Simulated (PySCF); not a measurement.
**C5H8Cl2F2Si: density, localisation and related maps**

```yaml
atoms:
  - { symbol: F, position_ang: [1.6797, 1.1637, -1.4695] }
  - { symbol: C, position_ang: [1.8884, 0.9977, -0.1394] }
  - { symbol: F, position_ang: [3.1690, 1.3566, 0.0807] }
  - { symbol: C, position_ang: [1.6642, -0.4624, 0.2496] }
  - { symbol: Cl, position_ang: [1.8437, -0.5741, 2.0184] }
  - { symbol: C, position_ang: [0.2893, -0.9568, -0.2040] }
  - { symbol: Cl, position_ang: [0.2200, -2.7215, 0.1495] }
  - { symbol: C, position_ang: [-0.8705, -0.2574, 0.4329] }
  - { symbol: C, position_ang: [-1.4369, 0.9755, -0.2964] }
  - { symbol: Si, position_ang: [-2.6292, -0.4804, -0.2399] }
  - { symbol: H, position_ang: [1.2337, 1.6961, 0.4002] }
  - { symbol: H, position_ang: [2.4581, -1.0718, -0.1939] }
  - { symbol: H, position_ang: [0.2390, -0.8771, -1.2937] }
  - { symbol: H, position_ang: [-0.7358, -0.1355, 1.5018] }
  - { symbol: H, position_ang: [-1.5959, 1.8482, 0.3215] }
  - { symbol: H, position_ang: [-0.9496, 1.2353, -1.2262] }
  - { symbol: H, position_ang: [-3.7007, -0.4583, 0.7351] }
  - { symbol: H, position_ang: [-2.7751, -1.2714, -1.4450] }
```

Geometry: GFN2-xTB.

All numbers below come from PBE0/pcSseg-1, SCF density, gas phase, non-relativistic (PySCF).

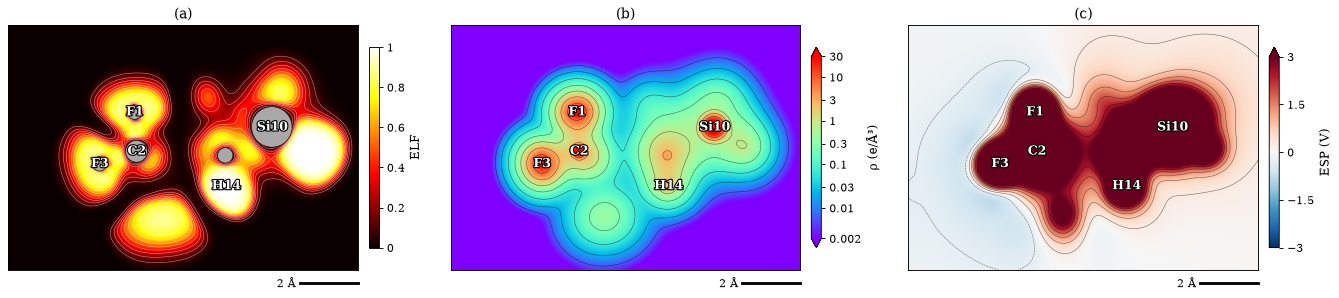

Figure 1. (a) electron localisation function; (b) total electron density; (c) electrostatic potential on the plane of atoms F1, C2 and F3. Grey discs cover the atomic cores in the ELF map.

Interpret the plot.

Answer.
- The plane passes through F, C, Si and H nuclei.
- C–F (1.35 Å): ρ is about 2.3 e/Å³ halfway, with its minimum of 1.8 e/Å³ about 0.5 Å from C; the ELF peaks at about 0.85 between the atoms (a shared but strongly polarised pair).
- The ELF also peaks beside Cl5, F3 and F1, away from the bonds: lone-pair regions.
- Outside the dense part of the molecule the potential is most negative (−0.8 V) near F3.

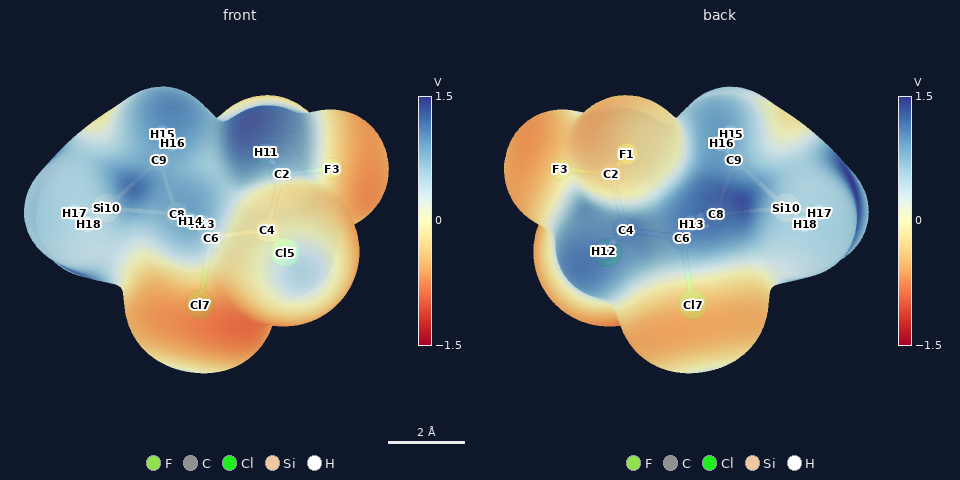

Figure 2. The molecular electrostatic potential painted on the density surface at 0.002 e/bohr³, seen from the front and from behind; red is negative and blue positive.

Where is the surface potential most negative and most positive?

Answer. The most negative region (about −0.9 V) lies over Cl5 and Cl7, the most positive (about +1.4 V) over Si10. Cl5 shows a σ-hole: about +0.4 V at the tip opposite its bond, against about −0.3 V on its flanks. Cl7 shows a σ-hole: about +0.2 V at the tip opposite its bond, against about −0.5 V on its flanks.

What dipole moment does the calculation give?

Answer. Its dipole moment is 2.74 D.
